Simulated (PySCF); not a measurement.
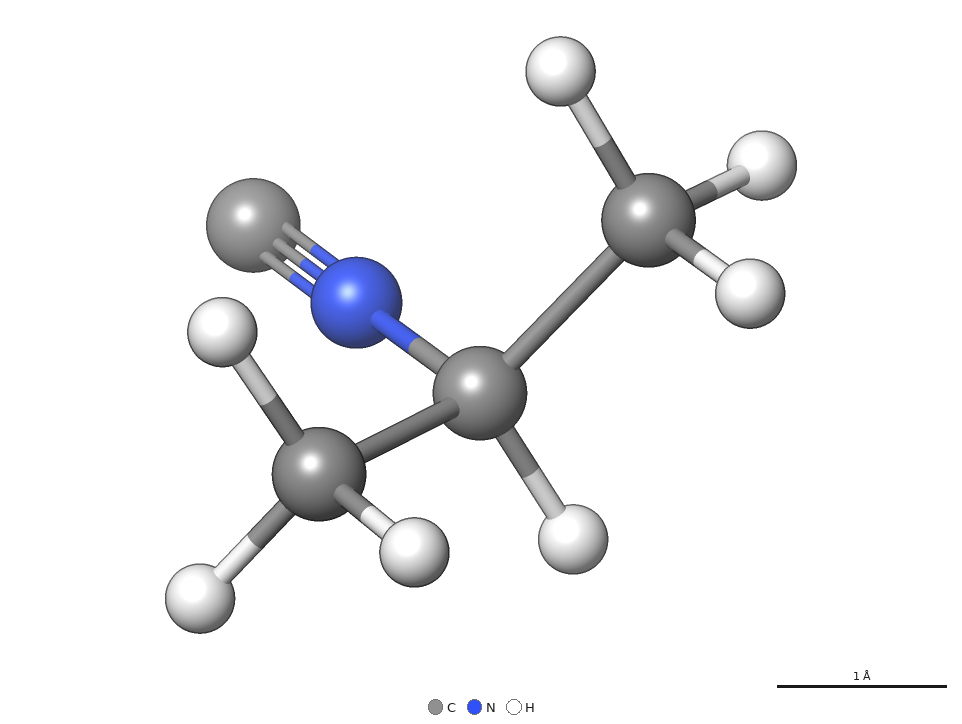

Rendered structure (ball-and-stick style). Double and triple bonds are drawn as two and three sticks.

What does the picture show?

Formula C₄H₇N. As SMILES it reads `[C-]#[N+]C(C)C`. It has no ring. This geometry has Cs symmetry. Coordination: 1 N linear; 3 C tetrahedral.

The parts below concern this one geometry. Atoms keep their numbers from picture to picture. Computed geometry: PBE0-D3(BJ)/def2-SVP optimisation. No frequency run is at hand to confirm it as a minimum.

### Geometry

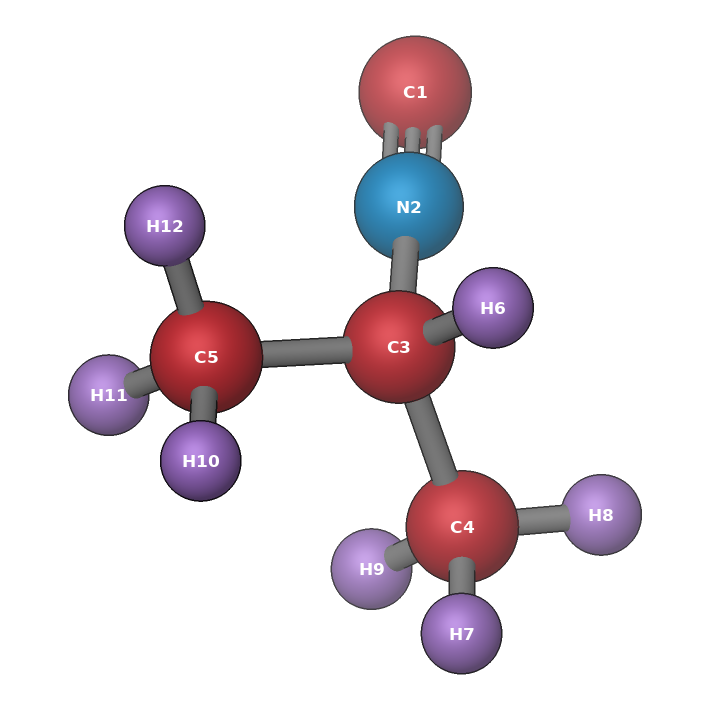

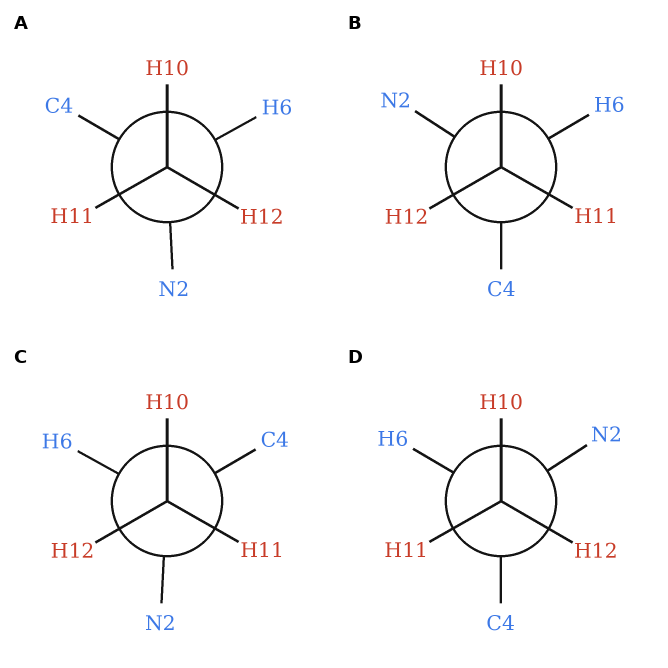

Depth is shown by fading: the farther an atom, the more it takes the colour of the background. Bonds that would overlap in a projection are set slightly apart. No frequency run is at hand to confirm it as a minimum.

Which Newman projection shows the view along C5–C3, with C5 in front?

C. The torsion angle H10–C5–C3–N2 is −177°, antiperiplanar (anti).

### Quadrupole coupling

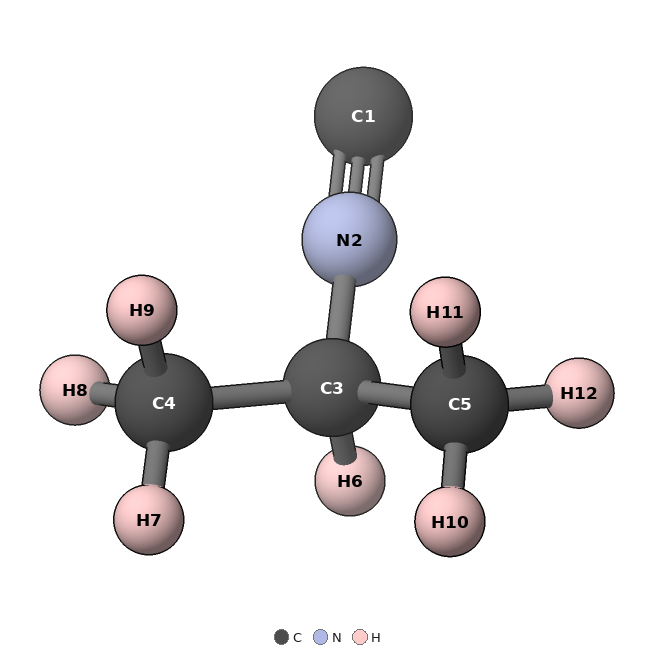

No frequency run is at hand to confirm it as a minimum. Electric field gradients from the ground-state density, PBE0/6-31G (PySCF 2.14.0), non-relativistic apart from any core potentials.

Give the largest field-gradient component, the quadrupole coupling constant and the asymmetry for 14N at N2 (Q = 20.44 mb), 2H at H6 (Q = 2.86 mb), 2H at H7 (Q = 2.86 mb).

```csv
atom,V_zz (a.u.),e²qQ/h (MHz),η
N2,0.234,1.13,0.03
H6,0.291,0.195,0.05
H7,0.305,0.205,0.04
```

### Charges

The questions are on ESP-fitted charges. No frequency run is at hand to confirm it as a minimum. Properties computed with PBE0/6-31G, gas phase (PySCF 2.14.0).

Give the ESP-fitted charges atom by atom.

```csv
atom,value (e)
C1,−0.43
N2,0.27
C3,0.23
C4,−0.41
C5,−0.41
H6,0.03
H7,0.12
H8,0.11
H9,0.12
H10,0.12
H11,0.12
H12,0.11
```

### Levels of theory compared

No frequency run is at hand to confirm it as a minimum. Program: PySCF 2.14.0.

Tabulate dipole (D), HOMO energy (eV) at these levels: B97-2/pcSseg-2; BHandHLYP/pcSseg-2; CAM-B3LYP/pcSseg-2; LC-wPBE/pcSseg-2; PBE0/6-311+G(2d,p); PBE0/6-31G; PBE0/6-31G*; PBE0/STO-3G; PBE0/def2-SVP; PBE0/def2-TZVP; WP04/pcSseg-2; ωB97X-D/pcSseg-2.

| level | dipole (D) | HOMO energy (eV) |
| --- | --- | --- |
| B97-2/pcSseg-2 | 3.99 | −8.33 |
| BHandHLYP/pcSseg-2 | 3.89 | −10.19 |
| CAM-B3LYP/pcSseg-2 | 3.99 | −10.17 |
| LC-wPBE/pcSseg-2 | 4.01 | −11.63 |
| PBE0/6-311+G(2d,p) | 4.06 | −8.62 |
| PBE0/6-31G | 3.82 | −8.08 |
| PBE0/6-31G* | 3.77 | −8.19 |
| PBE0/STO-3G | 3.37 | −5.73 |
| PBE0/def2-SVP | 3.99 | −8.36 |
| PBE0/def2-TZVP | 4.01 | −8.59 |
| WP04/pcSseg-2 | 3.91 | −9.66 |
| ωB97X-D/pcSseg-2 | 4.02 | −10.64 |
